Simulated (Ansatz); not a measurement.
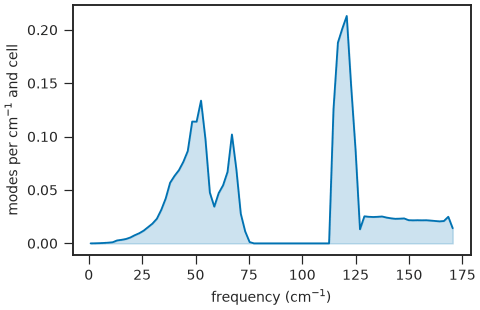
Fig. 1. Phonon density of states of NaI in the rock salt structure; finite displacements on a 6×6×6 mesh, DFT at the PBEsol level (Ansatz, a quantum-chemistry and plane-wave program), k mesh 6×6×6

Spin-orbit coupling is not included.

Where is the tallest peak, and is there a gap in the spectrum?

The tallest peak lies near 120 cm⁻¹. There is at least one gap; the lowest begins near 77 cm⁻¹.
